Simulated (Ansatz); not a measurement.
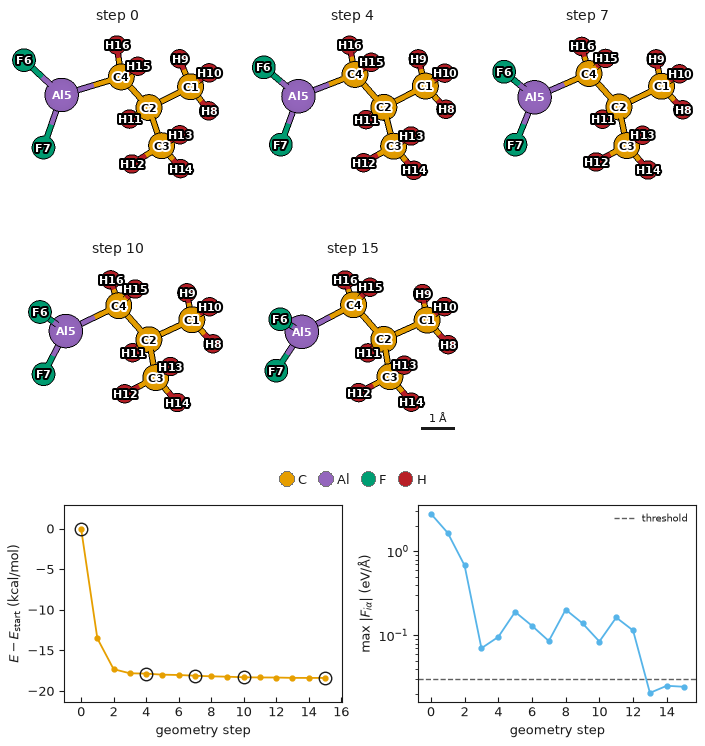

Frames of a relaxation of C4H9AlF2 (coarse preliminary run), marked on the history of the run. The picture is a ball-and-stick view, seen from a free direction.

The start comes from a force field.

All numbers below come from RKS PBE-D4/def2-SVP in Ansatz 0.2.0.

Input
```yaml
crystal:
  periodic: [false, false, false]
  atoms:
    - {symbol: C, position_ang: [0.135100, -1.974200, 0.159700]}
    - {symbol: C, position_ang: [0.342500, -0.421600, 0.092400]}
    - {symbol: C, position_ang: [0.803900, -0.022700, -1.322000]}
    - {symbol: C, position_ang: [-0.854700, 0.363900, 0.480900]}
    - {symbol: Al, position_ang: [-0.606200, 2.286800, 0.881800]}
    - {symbol: F, position_ang: [-1.982100, 3.359400, 1.401300]}
    - {symbol: F, position_ang: [1.081500, 2.979300, 0.796200]}
    - {symbol: H, position_ang: [1.049100, -2.471100, -0.120500]}
    - {symbol: H, position_ang: [-0.211800, -2.213400, 1.215700]}
    - {symbol: H, position_ang: [-0.717000, -2.213200, -0.538900]}
    - {symbol: H, position_ang: [1.139200, -0.186900, 0.848800]}
    - {symbol: H, position_ang: [1.111300, 1.062900, -1.328500]}
    - {symbol: H, position_ang: [0.007100, -0.207700, -2.086400]}
    - {symbol: H, position_ang: [1.726800, -0.585000, -1.550600]}
    - {symbol: H, position_ang: [-1.692400, 0.263700, -0.316700]}
    - {symbol: H, position_ang: [-1.355300, -0.042900, 1.431100]}
basis:
  gaussian: {orbitals: def2-SVP}
hamiltonian: {xc: pbe, dispersion: d4}
relax: {f_tol: 0.03, max_steps: 200}
```

Run as
```bash
ansatz run in.yaml --threads 4 --pin off --events-out ev --progress --plain --max-ram 11315MiB
```

What happens along the run?

Answer. F6 moves most after the best rigid fit: 1.25 Å. By element the largest moves are F 1.25 Å, H 0.54 Å, C 0.29 Å, Al 0.22 Å. Near-neighbour distances that change, for instance: Al5–F7 1.826 → 1.678 Å, Al5–F6 1.820 → 1.677 Å, C2–C4 1.484 → 1.547 Å, C4–H15 1.161 → 1.114 Å. Bond angles that change, for instance: C2–C4–Al5 117.8° → 110.1°, Al5–C4–H16 103.4° → 110.9°, H8–C1–H9 113.8° → 107.8°. Groups turn about C4–Al5 by about 40°. After 15 geometry steps the energy has fallen by 18.4 kcal/mol. Largest force component: 2.8 eV/Å at the start, 0.025 eV/Å at the end. The run took 26 s on 4 threads of Intel Xeon Platinum 8488C, with other jobs on the host. From step 0 to 4: F6 moves most (0.28 Å), energy −17.9 kcal/mol. From step 4 to 7: F6 moves most (0.34 Å), energy −0.26 kcal/mol. From step 7 to 10: F6 moves most (0.36 Å), energy −0.19 kcal/mol. From step 10 to 15: F6 moves most (0.31 Å), energy −0.08 kcal/mol.
